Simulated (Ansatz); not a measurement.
C3H3: several calculations on one system

Part 1: Relaxation

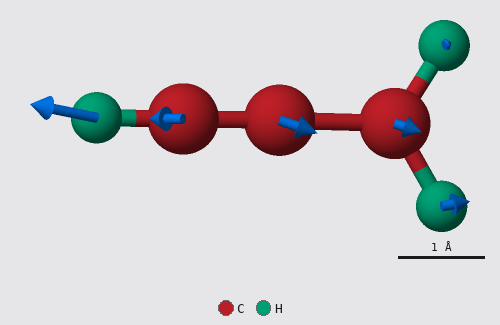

A relaxation of C$_{3}$H$_{3}$ (multiplicity 2) (coarse preliminary run). The starting structure is drawn; blue arrows show the displacements, 10 times their true length. The two geometries are superimposed by the best rigid fit.

The picture is a ball-and-stick view, seen at a tilt.

Theory: UKS PBE-D4/def2-SVP (Ansatz). Settings: force threshold 0.03 eV/Å; at most 250 steps.

What happened in the run?

Answer. The largest move after the best rigid fit is that of an H atom, 0.089 Å. Largest moves by element: H 0.089 Å, C 0.049 Å. Among the contacts that change: C–C 1.169 → 1.244 Å, C–H 1.029 → 1.081 Å, C–C 1.387 → 1.373 Å, C–H 1.115 → 1.102 Å. Bond angles that change, for instance: C–C–H 174.5° → 179.9°, C–C–C 177.7° → 180.0°. The optimiser took 6 steps. The run took roughly 12 core-seconds on a shared host.

Part 2: Relaxation

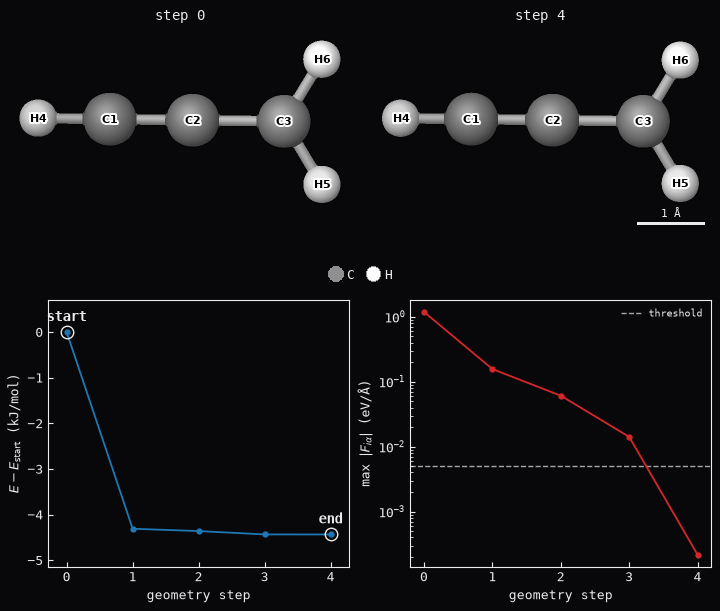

First and last geometry of a relaxation of C$_{3}$H$_{3}$ (multiplicity 2), with the history of the run. Style: ball-and-stick. Shown face on.

All numbers below come from Ansatz 0.2.0, UKS PBE0-D4/def2-TZVP.

Input file:
```yaml
crystal:
  periodic: [false, false, false]
  atoms:
    - {symbol: C, position_ang: [-1.259384, -0.621812, -0.597368]}
    - {symbol: C, position_ang: [-0.225642, -0.122990, -0.116687]}
    - {symbol: C, position_ang: [0.914311, 0.427246, 0.413939]}
    - {symbol: H, position_ang: [-2.158015, -1.055588, -1.012366]}
    - {symbol: H, position_ang: [1.856898, 0.438966, -0.156388]}
    - {symbol: H, position_ang: [0.913832, 0.870178, 1.422769]}
basis:
  gaussian: {orbitals: def2-TZVP}
magnetization: {spin_polarized: true, initial_magnetization: 1}
hamiltonian: {xc: pbe0, dispersion: d4}
relax: {f_tol: 0.005, max_steps: 200}
```

Question: Did the run converge, and what did it change?

Answer: It converged. Over 4 geometry steps the energy falls by 4.43 kJ/mol. Largest force component: 1.2 eV/Å at the start, 0.00022 eV/Å at the end. H4 moves most after the best rigid fit: 0.039 Å. By element the largest moves are H 0.039 Å, C 0.022 Å. Among the contacts that change: C1–C2 1.244 → 1.221 Å, C3–H5 1.102 → 1.083 Å, C1–H4 1.081 → 1.064 Å, C2–C3 1.373 → 1.363 Å. The run took about 23 core-seconds on a shared host.

```csv
step,"E − E(0), kJ/mol","largest force component, eV/Å"
0,0.00,1.1870
1,-4.31,0.1564
2,-4.36,0.0609
3,-4.43,0.0141
4,-4.43,0.0002
```

Part 3: A change

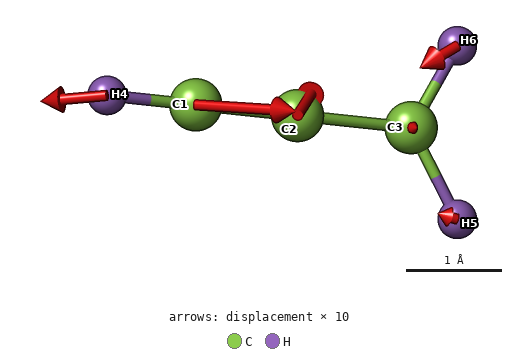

C3H3 (multiplicity 2). The red arrows show how the atoms are displaced, magnified 10 times. Style: ball-and-stick. Shown at a tilt.

The calculation used Ansatz 0.2.0, UKS PBE-D4/def2-TZVPP. 

What was done to the structure, and with what result?

All atoms are moved at random (σ = 0.06 Å) from the PBE0-D4/def2-TZVP minimum. The energy rises by 9.47 kcal/mol. The largest force is 5.1 eV/Å, on C1. The forces point partly back along the displacements (cosine −0.65). At other levels of theory the same distortion costs 9.63 kcal/mol (UKS r2SCAN-D4/def2-TZVPP), 9.69 kcal/mol (UKS PBE0-D4/def2-TZVPP), 9.94 kcal/mol (UKS wB97M-V/def2-TZVPP), 10.4 kcal/mol (UHF-CCSD(T), frozen core/def2-TZVPP). Near-neighbour distances before and after: C1–H4 1.064 → 1.188 Å, C2–C3 1.363 → 1.317 Å, C3–H6 1.083 → 1.036 Å, C3–H5 1.083 → 1.064 Å. Among the angles between lasting bonds that change: C2–C1–H4 180.0° → 164.2°, C1–C2–C3 180.0° → 168.5°.

Part 4: A change

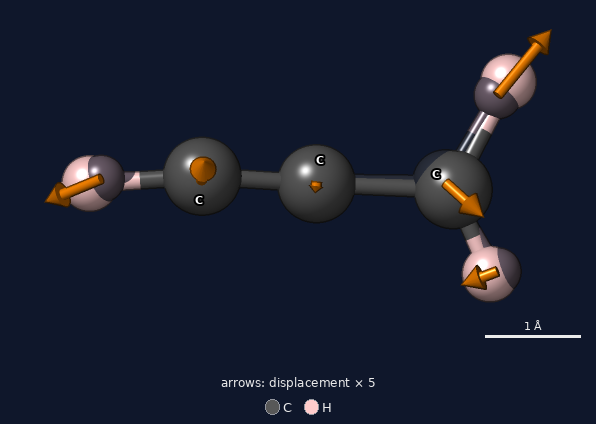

C3H3 (multiplicity 2), drawn pale, and a changed version of it, drawn solid. The orange arrows show how the atoms are displaced, magnified 5 times. A ball-and-stick model, seen face on.

Computed with UKS PBE0-D4/def2-TZVPP in Ansatz. 

**Describe the change and its computed effect.**

All atoms are moved at random (σ = 0.12 Å) from the PBE0-D4/def2-TZVP minimum. The energy rises by 1.316 eV. The largest force is 9.6 eV/Å, on a C atom. The forces point partly back along the displacements (cosine −0.62). At other levels of theory the same distortion costs 1.213 eV (UKS PBE-D4/def2-TZVPP), 1.298 eV (UKS r2SCAN-D4/def2-TZVPP), 1.309 eV (UKS wB97M-V/def2-TZVPP). Near-neighbour distances before and after: C–H 1.083 → 0.970 to 1.299 Å, C–H 1.064 → 1.187 Å, C–C 1.363 → 1.446 Å, C–C 1.221 → 1.232 Å. Bond angles that change, for instance: C–C–H 180.0° → 163.6°, H–C–H 118.5° → 127.8°.

Part 5: Distortion

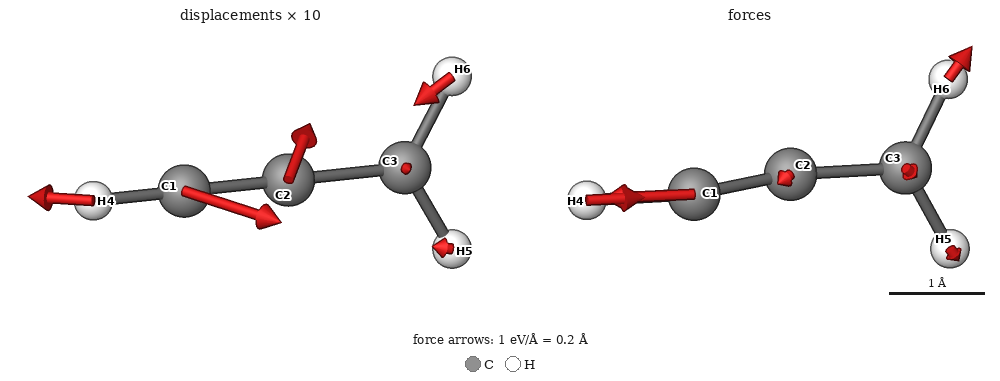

Left: C3H3 (multiplicity 2), with red arrows for the displacements applied to it. Right: the displaced structure with the computed forces. Style: ball-and-stick. Shown at a tilt.

Level of theory: Ansatz, UKS PBE-D4/def2-TZVPP. 

Describe the distortion and the response.

Answer. All atoms are moved at random (σ = 0.06 Å) from the PBE0-D4/def2-TZVP minimum. It costs 39.6 kJ/mol. The largest force is 5.1 eV/Å, on C1. The forces point partly back along the displacements (cosine −0.65). At other levels of theory the same distortion costs 40.3 kJ/mol (UKS r2SCAN-D4/def2-TZVPP), 40.5 kJ/mol (UKS PBE0-D4/def2-TZVPP), 41.6 kJ/mol (UKS wB97M-V/def2-TZVPP), 43.4 kJ/mol (UHF-CCSD(T), frozen core/def2-TZVPP). Among the bonded contacts that change: C1–H4 1.064 → 1.188 Å, C2–C3 1.363 → 1.317 Å, C3–H6 1.083 → 1.036 Å, C3–H5 1.083 → 1.064 Å. Among the angles between lasting bonds that change: C2–C1–H4 180.0° → 164.2°, C1–C2–C3 180.0° → 168.5°.

Part 6: Distortion

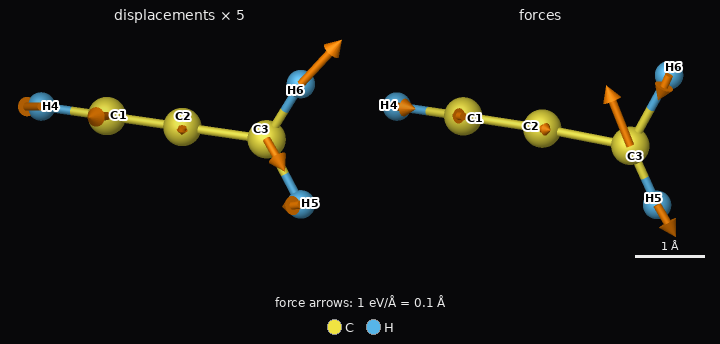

Left: C3H3 (multiplicity 2), with orange arrows for the displacements applied to it. Right: the displaced structure with the computed forces. The picture is a ball-and-stick view, seen at a tilt.

Theory: Ansatz 0.2.0, UKS PBE0-D4/def2-TZVPP. 

### Describe the distortion and the response.

All atoms are moved at random (σ = 0.12 Å) from the PBE0-D4/def2-TZVP minimum. It costs 1.316 eV. The largest force is 9.6 eV/Å, on C3. The forces point partly back along the displacements (cosine −0.62). At other levels of theory the same distortion costs 1.213 eV (UKS PBE-D4/def2-TZVPP), 1.298 eV (UKS r2SCAN-D4/def2-TZVPP), 1.309 eV (UKS wB97M-V/def2-TZVPP). Some distances before and after: C3–H6 1.083 → 1.299 Å, C1–H4 1.064 → 1.187 Å, C3–H5 1.083 → 0.970 Å, C2–C3 1.363 → 1.446 Å. Bond angles that change, for instance: C2–C1–H4 180.0° → 163.6°, H5–C3–H6 118.5° → 127.8°.
